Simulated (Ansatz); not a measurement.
## SiC: pressure series

Start from SiC in the wurtzite structure (space group P6_3mc, No. 186; a = 3.092 Å, c = 5.074 Å).

Cell and atoms are relaxed at each pressure.

Calculations: PBE, PAW, 420 eV (Ansatz, a program for electronic structure; no spin-orbit coupling).

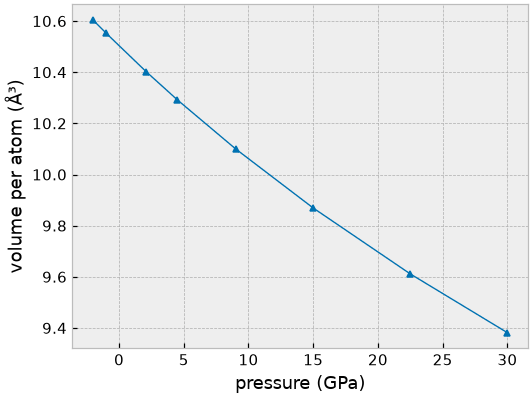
Figure: Volume against pressure

Q: Estimate the zero-pressure bulk modulus from the plot.

A: About 210 GPa; a third-order Birch–Murnaghan fit to the points gives V₀ = 10.50 Å³/atom, B₀ = 214 GPa and B₀′ = 3.9.

Between the base and pressure 22.5 GPa the gap moves from 2.31 eV to 2.15 eV, a mean slope of -7.2 meV/GPa.

Load acts through the strain it causes; cell and atoms are relaxed under it. No phonon test of stability was made. Competing high-pressure phases were not computed.
